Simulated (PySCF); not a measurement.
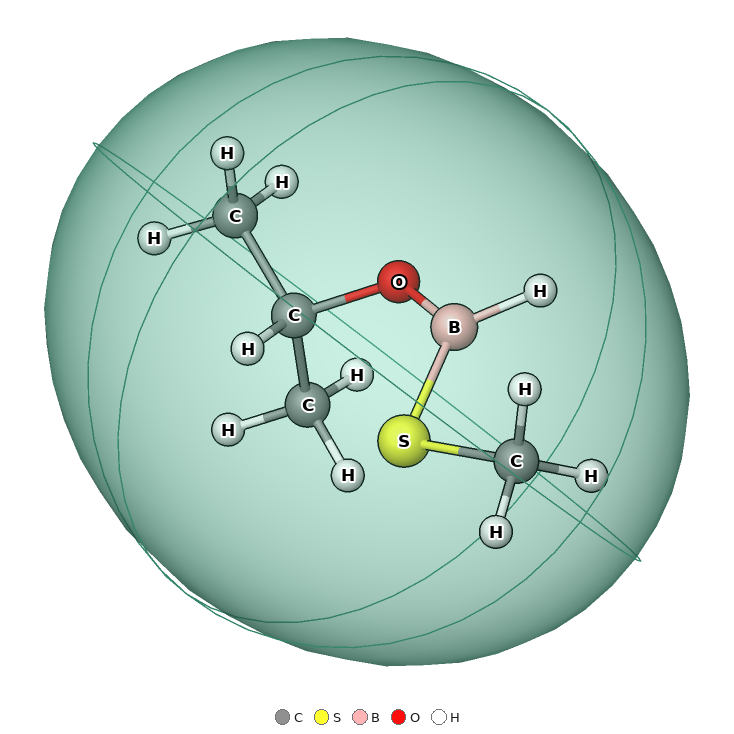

The ellipsoid shows the static dipole polarisability: its half-axes are proportional to the principal values. The geometry was computed by an optimisation with GFN2-xTB. No frequency run is at hand to confirm it as a minimum. Method: CAM-B3LYP/def2-SVPD (PySCF 2.14.0).

Question: How large and how anisotropic is the polarisability?

Answer: Principal values 74.0, 80.6, 111.9 bohr³; mean 88.9 bohr³ (13.17 Å³); anisotropy 35.0 bohr³, so the longest axis is 1.51 times the shortest.

The geometry is semi-empirical. Around B such bond lengths and angles can be off by a tenth of an ångström or more and by several degrees, and values that hang on the shape move with them.
